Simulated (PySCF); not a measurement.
**ReOH₂: structure of the doublet**

Where does doublet ReOH₂ go from a PBE0 minimum start, is the end point a minimum, and what are its modes, charges and moments?

Computed with PySCF 2.14.0. Level: PBE0, basis Re def2-TZVP with ECP60, O def2-TZVP, H def2-TZVP, scalar-relativistic core potentials, no spin–orbit coupling, density fitting.

### Step 1. Where the work starts

4 atoms, charge 0, spin multiplicity 2.

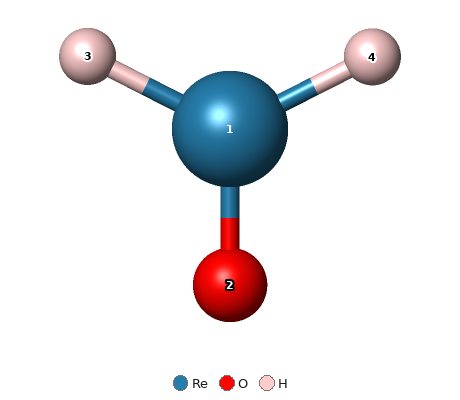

As it starts; rhenium blue, oxygen red, hydrogen pink; atoms are numbered from 1 in the order of the file.

Coordinates in bohr (charge 0 multiplicity 2):
```
Re    0.0000    0.0000   -0.2287
O     0.0000    0.0000    2.8844
H     2.8328    0.0000   -1.6729
H    -2.8328    0.0000   -1.6729
```

### Step 2. First SCF at the start

The steps below are one call of a driver around PySCF. For each, scf.py gives the equivalent set-up of the SCF; relaxations use the driver's own optimiser. After this first run the driver tries any further starts and a stability analysis.

The input, scf.py:

```python
from pyscf import gto, scf, dft
mol = gto.M(atom='''
Re     0.000000    -0.000000    -0.121037
O      0.000000     0.000000     1.526341
H      1.499051    -0.000000    -0.885264
H     -1.499051     0.000000    -0.885264''',
    basis={'Re': 'def2-TZVP', 'O': 'def2-TZVP', 'H': 'def2-TZVP'},
    ecp={'Re': 'def2-TZVP'},
    charge=0, spin=1)
mf = dft.UKS(mol, xc='PBE0')
mf.grids.atom_grid = (50, 194)
aux = {'Re': 'def2-universal-JKFIT', 'O': 'def2-universal-JKFIT', 'H': 'def2-universal-JKFIT'}
mf = mf.density_fit(auxbasis=aux)
mf.conv_tol = 1e-08
mf.diis_space = 10
mf.max_cycle = 60
mf.init_guess = 'minao'
mf.verbose = 4
mf.kernel()
```

Launch:

```
> OMP_NUM_THREADS=2 python axn.py task.json out
```

Output:

```text
init E= -135.643245472201
[... the frontier-level lines of each cycle are left out ...]
cycle= 1 E= -154.396728026027  delta_E= -18.8  |g|= 0.741  |ddm|= 5.52
cycle= 2 E= -151.218821949619  delta_E= 3.18  |g|= 2.76  |ddm|= 1.47
cycle= 3 E= -154.593835264085  delta_E= -3.38  |g|= 0.112  |ddm|= 1.24
cycle= 4 E= -154.599670334089  delta_E= -0.00584  |g|= 0.0463  |ddm|= 0.143
cycle= 5 E= -154.600464525923  delta_E= -0.000794  |g|= 0.0149  |ddm|= 0.0365
cycle= 6 E= -154.600573954696  delta_E= -0.000109  |g|= 0.00485  |ddm|= 0.0132
cycle= 7 E= -154.60059244449  delta_E= -1.85e-05  |g|= 0.00228  |ddm|= 0.00519
cycle= 8 E= -154.600602745699  delta_E= -1.03e-05  |g|= 0.000786  |ddm|= 0.00479
cycle= 9 E= -154.600605087817  delta_E= -2.34e-06  |g|= 0.00028  |ddm|= 0.00273
cycle= 10 E= -154.600605303766  delta_E= -2.16e-07  |g|= 9.33e-05  |ddm|= 0.000911
cycle= 11 E= -154.60060531804  delta_E= -1.43e-08  |g|= 2.36e-05  |ddm|= 0.000201
cycle= 12 E= -154.60060531924  delta_E= -1.2e-09  |g|= 5.87e-06  |ddm|= 6.25e-05
Extra cycle  E= -154.600605319309  delta_E= -6.93e-11  |g|= 6.83e-06  |ddm|= 1.68e-05
converged SCF energy = -154.600605319309  <S^2> = 0.75671719  2S+1 = 2.0067059
```

This step, with its further starts and checks, ran for 22 s (2 threads of Arm Neoverse N1, shared host).

Energies from each starting density:

```csv
start,energy (Eh)
the minimal-basis guess,-154.600605
a thermally smeared density,-154.600605
a smeared PBE density,-154.600605
```

The test of internal stability and the other starts found no lower solution of this spin.

### Step 3. PBE0 minimum start, doublet: relaxation

The program finds C2v symmetry in the start, which this walk keeps. The walk stops when the largest gradient is under 0.0003 Eh/bohr and the energy has settled too.

scf.py: that of step 2 with these lines changed.

```diff
@@ -3,4 +3,4 @@
-Re     0.000000    -0.000000    -0.121037
-O      0.000000     0.000000     1.526341
-H      1.499051    -0.000000    -0.885264
-H     -1.499051     0.000000    -0.885264''',
+Re     0.000000     0.000000    -0.121041
+O      0.000000     0.000000     1.526337
+H      1.499051     0.000000    -0.885268
+H     -1.499051     0.000000    -0.885268''',
@@ -17 +16,0 @@
-mf.init_guess = 'minao'
```

Energy and gradient, step by step:

```csv
step,energy (Eh),change (kJ/mol),largest symmetric gradient (Eh/bohr)
0,-154.600605,0.00,0.00005
```

The walk took 2.5 s.

Positions (Å) and forces (eV/Å) along the way:

```
step 0
Re   0.000   0.000  -0.121   0.000   0.000  -0.001
O    0.000   0.000   1.526   0.000   0.000   0.002
H    1.499   0.000  -0.885   0.000   0.000  -0.001
H   -1.499   0.000  -0.885   0.000   0.000  -0.001
```

It settles in C2v symmetry, 0.0 kJ/mol below the start, after 0 steps: Re–H 1.683 Å (×2), Re–O 1.647 Å; H–Re–H 126.0°, H–Re–O 117.0° (×2).

### Step 4. Frequencies

On the finer grid the gradient is checked again; gradients at displacements of ±0.02 bohr then give force constants and infrared intensities.

scf.py: that of step 3 with these lines changed.

```diff
@@ -11 +11 @@
-mf.grids.atom_grid = (50, 194)
+mf.grids.atom_grid = (75, 302)
@@ -14 +14 @@
-mf.conv_tol = 1e-08
+mf.conv_tol = 1e-10
```

This SCF starts from the last density.

Log of the central SCF (cycles and frontier levels):

```text
init E= -154.600544209455
[... the frontier-level lines of each cycle are left out ...]
cycle= 1 E= -154.600544209451  delta_E= 4.15e-12  |g|= 2.93e-06  |ddm|= 4.38e-06
Extra cycle  E= -154.60054420945  delta_E= 1.14e-12  |g|= 4.04e-06  |ddm|= 6.14e-06
converged SCF energy = -154.60054420945  <S^2> = 0.75671769  2S+1 = 2.0067064
```

The whole step took 72 s.

Geometry: C2v; Re–H 1.683 Å (×2), Re–O 1.647 Å; H–Re–H 126.0°, H–Re–O 117.0° (×2).

Modes, for the most abundant isotopes:

```json
{"symmetry": "b2", "ω (cm⁻¹)": "545", "IR (km/mol)": "0.1", "μ (u)": "1.15", "type": "bend"}
{"symmetry": "b1", "ω (cm⁻¹)": "587", "IR (km/mol)": "23.0", "μ (u)": "1.06", "type": "bend"}
{"symmetry": "a1", "ω (cm⁻¹)": "876", "IR (km/mol)": "6.2", "μ (u)": "1.06", "type": "bend"}
{"symmetry": "a1", "ω (cm⁻¹)": "1119", "IR (km/mol)": "150", "μ (u)": "9.69", "type": "mixed"}
{"symmetry": "b2", "ω (cm⁻¹)": "2023", "IR (km/mol)": "137", "μ (u)": "1.02", "type": "stretch"}
{"symmetry": "a1", "ω (cm⁻¹)": "2048", "IR (km/mol)": "93.6", "μ (u)": "1.01", "type": "stretch"}
```

No imaginary mode, so this is a minimum.

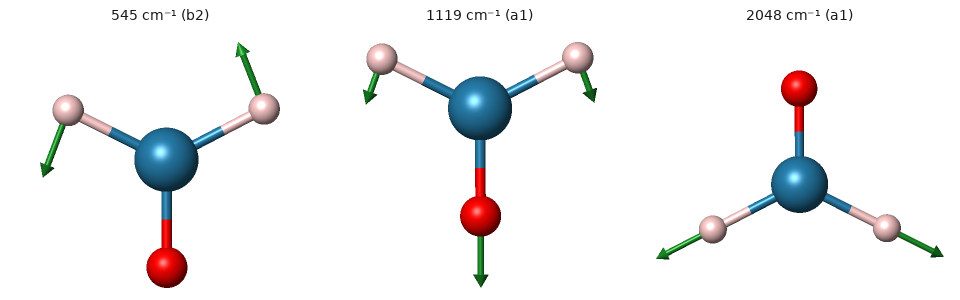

Displacements of 3 of the modes, as arrows (one member where a mode is degenerate).

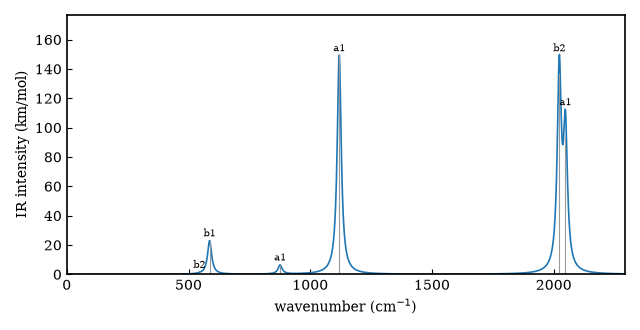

The harmonic infrared spectrum (widths in cm⁻¹). Lines are broadened to a width of 20 cm⁻¹ (Lorentzian).

Constants and moments:

```
Dipole moment                                                   : 1.56 D
Highest occupied level                                          : -6.49 eV
Lowest empty level                                              : -3.24 eV
Rotational constants                                            : 3.722, 0.4054, 0.3656 cm⁻¹
Zero-point energy                                               : 43.0 kJ/mol
Principal polarisabilities                                      : 40.0, 44.6, 44.9 bohr³
Atomisation energy without zero-point energy                    : 1085 kJ/mol
Principal traceless quadrupole moments about the centre of mass : -3.07, -0.18, 3.25 D Å
Entropy at 298.15 K and 1 bar (electronic part: spin only)      : 266.7 J/(mol K)
Heat capacity Cp at 298.15 K                                    : 45.9 J/(mol K)
Enthalpy at 298.15 K above 0 K                                  : 11.08 kJ/mol
Rotational symmetry number                                      : 2
Spin squared ⟨S²⟩                                               : 0.757
```

Charges (e) and bond orders:

```
atom  Mulliken  Löwdin  polar tensor  spin (Mulliken)  Mayer order to Re1
 Re1      0.52    0.41          0.98             1.14                   –
  O2     -0.40   -0.19         -0.62            -0.08                2.25
H3,4     -0.06   -0.11         -0.18            -0.03                0.97
```

Mulliken populations on Re1 (outside its core potential): s 2.84, p 6.41, d 5.17, f 0.06.

### Step 5. What came out

| quantity | value |
| --- | --- |
| minimum | doublet, C2v |
| geometry | Re–H 1.683 Å (×2), Re–O 1.647 Å; H–Re–H 126.0°, H–Re–O 117.0° (×2) |
| wavenumbers (cm⁻¹) | 545 (b2), 587 (b1), 876 (a1), 1119 (a1), 2023 (b2), 2048 (a1) |
| dipole moment | 1.56 D |
| highest occupied, lowest empty level (either spin) | -6.49, -3.24 eV |
| polar-tensor charge of Re1 | +0.98 e |
| zero-point energy | 43.0 kJ/mol |
| entropy at 298.15 K | 266.7 J/(mol K) |
| atomisation energy (no zero-point energy) | 1085 kJ/mol |
| ⟨S²⟩ | 0.757 |

What this shows: The PBE0 minimum start keeps its C2v symmetry and ends in a minimum. In the infrared the band at 1119 cm⁻¹ (a1, mixed) leads. Most of the spin sits on Re1 (Mulliken spin 1.14, against 1 for the whole molecule). Only this shape and spin were tried, so other structures or states may lie lower. One determinant may miss the lowest occupation of an open d or f shell. With an element this heavy the missing spin–orbit coupling can shift these numbers.

The search up to here took 96 s.
